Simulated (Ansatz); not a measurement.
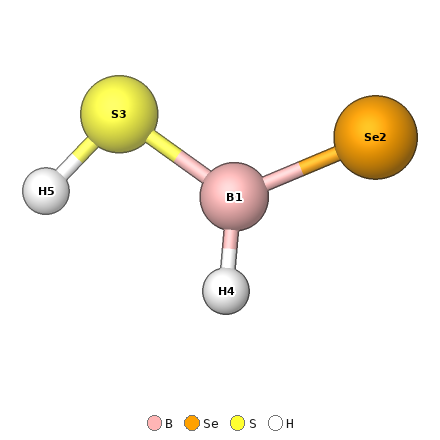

The system is BH₂SSe, spin multiplicity 2; the picture shows the reference structure. 
- Coordinates scanned: (1) bond length B1–Se2; (2) bond length B1–H4.
- Nothing is relaxed (all other coordinates rigid).
- The grid has 11 × 11 points. At 27 points there is no value.
- Points are written as (first, second).
- Energies are in kJ/mol, from the relaxed molecule at the same level.
- These are results of UHF/def2-SVP in Ansatz, not measurements.

Its coordinates:

```json
{"atom": "B", "x (Å)": "-0.4052", "y (Å)": "-0.0242", "z (Å)": "-0.2015"}
{"atom": "Se", "x (Å)": "-1.5819", "y (Å)": "1.0545", "z (Å)": "-1.2906"}
{"atom": "S", "x (Å)": "1.1920", "y (Å)": "0.5873", "z (Å)": "0.3665"}
{"atom": "H", "x (Å)": "-0.7812", "y (Å)": "-1.1209", "z (Å)": "0.0825"}
{"atom": "H", "x (Å)": "1.5763", "y (Å)": "-0.4967", "z (Å)": "1.0431"}
```

Range: bond length B1–Se2 from 1.662 to 2.705 Å; bond length B1–H4 from 1.027 to 1.671 Å.

What landscape does the calculation give?

The lowest grid point is at (1.975 Å, 1.155 Å), 3.5 kJ/mol from the relaxed molecule at the same level. The highest grid point, (2.705 Å, 1.671 Å), lies 344 kJ/mol above the lowest.

```csv
"bond length B1–H4 ↓, bond length B1–Se2 →",1.662,1.766,1.871,1.975,2.079,2.184,2.288,2.392,2.497,2.601,2.705
1.671,228,167,144,146,163,190,222,257,292,323,347
1.607,206,–,118,–,136,–,194,–,264,–,319
1.542,182,118,93,93,109,135,167,201,236,268,292
1.478,160,–,68,–,–,–,141,–,210,–,266
1.413,139,73,46,45,60,86,117,151,186,217,242
1.349,121,–,27,–,41,–,97,–,165,–,222
1.284,108,40,12,11,25,50,81,115,149,181,206
1.220,–,–,4,–,17,–,72,–,140,–,197
1.155,103,34,6,3,18,42,73,106,140,172,197
1.091,117,–,20,–,31,–,86,–,153,–,210
1.027,148,79,50,48,61,86,116,149,183,215,241
```

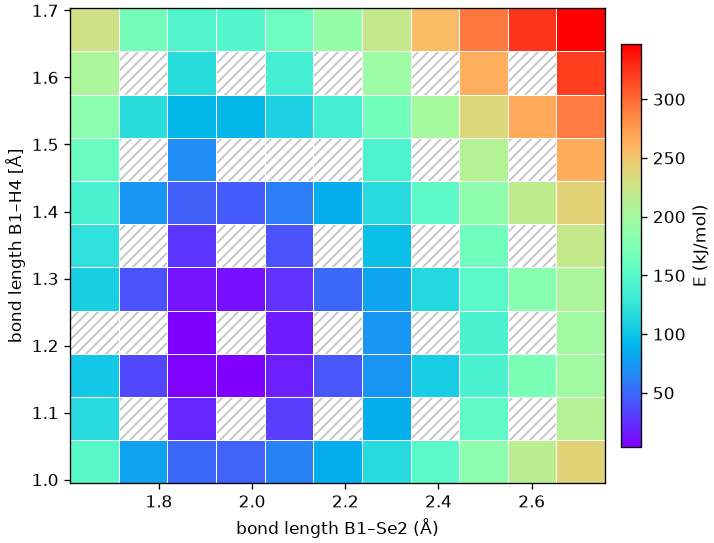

In the figure: one coloured cell a grid point, hatched blanks where no value was computed.

Time for the 94 points that were run: 14 min on 1 thread of Intel(R) Xeon(R) Platinum 8259CL CPU @ 2.50GHz (Skylake/Cascade Lake) (shared host).
